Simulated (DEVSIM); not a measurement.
Structure: Ti/AlN/p-Ge capacitor, at 350 K.

```
layer (left to right)  material  thickness (nm)  Na (cm⁻³)
---------------------  --------  --------------  ---------
1                           AlN            2.60          -
2                            Ge            5700     1.1e16
```

Metal gate on the left, work function 4.33 eV. Fixed charge at the semiconductor interface 7.5e11 cm⁻² (in units of +e); no interface traps.

The device is made up for the run: typed textbook-type constants, with dimensions and the other settings drawn at random. Values at 300 K; Nc and Nv go as T^1.5, mobilities as T to minus their exponent, the gap by Varshni's rule with the affinity fixed.

| parameter | AlN | Ge |
|---|---|---|
| gap (eV) | 6.1 | 0.664 |
| affinity (eV) | 1.9 | 4 |
| permittivity | 8.5 | 16 |
| Nc (cm⁻³) | - | 1.04e19 |
| Nv (cm⁻³) | - | 6e18 |
| Varshni α (eV/K) | - | 0.000477 |
| Varshni β (K) | - | 235 |

Model (solved in DEVSIM): 1D Poisson equation in equilibrium, Boltzmann statistics, complete ionisation; no quantum confinement or tunnelling. Metal contacts follow the ideal Schottky-Mott rule: no Fermi-level pinning, no interface dipoles.

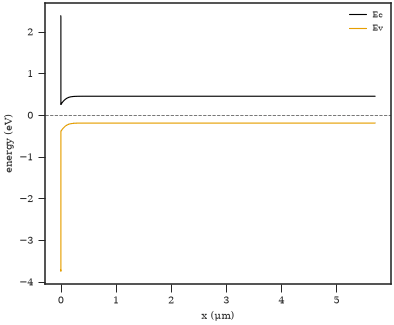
Band edges at 0.05 V on the gate

Energies count from the Fermi level of the right contact; mesh points crowd at the junctions.

```json
[
 {"x (μm)": "0.000", "Ec (eV)": "2.380", "Ev (eV)": "-3.720", "n (cm⁻³)": "< 1e2", "p (cm⁻³)": "< 1e2", "field (V/cm)": "-120000"},
 {"x (μm)": "0.0009474", "Ec (eV)": "2.369", "Ev (eV)": "-3.731", "n (cm⁻³)": "< 1e2", "p (cm⁻³)": "< 1e2", "field (V/cm)": "-120000"},
 {"x (μm)": "0.001896", "Ec (eV)": "2.357", "Ev (eV)": "-3.743", "n (cm⁻³)": "< 1e2", "p (cm⁻³)": "< 1e2", "field (V/cm)": "-120000"},
 {"x (μm)": "0.002814", "Ec (eV)": "0.249", "Ev (eV)": "-0.395", "n (cm⁻³)": "3.4e15", "p (cm⁻³)": "1.5e13", "field (V/cm)": "21000"},
 {"x (μm)": "0.005239", "Ec (eV)": "0.254", "Ev (eV)": "-0.390", "n (cm⁻³)": "2.9e15", "p (cm⁻³)": "1.8e13", "field (V/cm)": "21000"},
 {"x (μm)": "0.009723", "Ec (eV)": "0.263", "Ev (eV)": "-0.381", "n (cm⁻³)": "2.1e15", "p (cm⁻³)": "2.5e13", "field (V/cm)": "20000"},
 {"x (μm)": "0.01950", "Ec (eV)": "0.282", "Ev (eV)": "-0.362", "n (cm⁻³)": "1.1e15", "p (cm⁻³)": "4.6e13", "field (V/cm)": "19000"},
 {"x (μm)": "0.05136", "Ec (eV)": "0.335", "Ev (eV)": "-0.310", "n (cm⁻³)": "2.0e14", "p (cm⁻³)": "2.6e14", "field (V/cm)": "14000"},
 {"x (μm)": "0.1103", "Ec (eV)": "0.399", "Ev (eV)": "-0.245", "n (cm⁻³)": "2.3e13", "p (cm⁻³)": "2.2e15", "field (V/cm)": "7700"},
 {"x (μm)": "0.2387", "Ec (eV)": "0.443", "Ev (eV)": "-0.202", "n (cm⁻³)": "5.5e12", "p (cm⁻³)": "9.5e15", "field (V/cm)": "890"},
 {"x (μm)": "0.5187", "Ec (eV)": "0.447", "Ev (eV)": "-0.197", "n (cm⁻³)": "4.7e12", "p (cm⁻³)": "1.1e16", "field (V/cm)": "≈ 0"},
 {"x (μm)": "1.431", "Ec (eV)": "0.447", "Ev (eV)": "-0.197", "n (cm⁻³)": "4.7e12", "p (cm⁻³)": "1.1e16", "field (V/cm)": "≈ 0"},
 {"x (μm)": "3.039", "Ec (eV)": "0.447", "Ev (eV)": "-0.197", "n (cm⁻³)": "4.7e12", "p (cm⁻³)": "1.1e16", "field (V/cm)": "≈ 0"},
 {"x (μm)": "4.482", "Ec (eV)": "0.447", "Ev (eV)": "-0.197", "n (cm⁻³)": "4.7e12", "p (cm⁻³)": "1.1e16", "field (V/cm)": "≈ 0"},
 {"x (μm)": "5.276", "Ec (eV)": "0.447", "Ev (eV)": "-0.197", "n (cm⁻³)": "4.7e12", "p (cm⁻³)": "1.1e16", "field (V/cm)": "≈ 0"},
 {"x (μm)": "5.508", "Ec (eV)": "0.447", "Ev (eV)": "-0.197", "n (cm⁻³)": "4.7e12", "p (cm⁻³)": "1.1e16", "field (V/cm)": "≈ 0"},
 {"x (μm)": "5.611", "Ec (eV)": "0.447", "Ev (eV)": "-0.197", "n (cm⁻³)": "4.7e12", "p (cm⁻³)": "1.1e16", "field (V/cm)": "≈ 0"},
 {"x (μm)": "5.661", "Ec (eV)": "0.447", "Ev (eV)": "-0.197", "n (cm⁻³)": "4.7e12", "p (cm⁻³)": "1.1e16", "field (V/cm)": "≈ 0"},
 {"x (μm)": "5.689", "Ec (eV)": "0.447", "Ev (eV)": "-0.197", "n (cm⁻³)": "4.7e12", "p (cm⁻³)": "1.1e16", "field (V/cm)": "≈ 0"},
 {"x (μm)": "5.697", "Ec (eV)": "0.447", "Ev (eV)": "-0.197", "n (cm⁻³)": "4.7e12", "p (cm⁻³)": "1.1e16", "field (V/cm)": "≈ 0"},
 {"x (μm)": "5.701", "Ec (eV)": "0.447", "Ev (eV)": "-0.197", "n (cm⁻³)": "4.7e12", "p (cm⁻³)": "1.1e16", "field (V/cm)": "≈ 0"},
 {"x (μm)": "5.703", "Ec (eV)": "0.447", "Ev (eV)": "-0.197", "n (cm⁻³)": "4.7e12", "p (cm⁻³)": "1.1e16", "field (V/cm)": "≈ 0"}
]
```
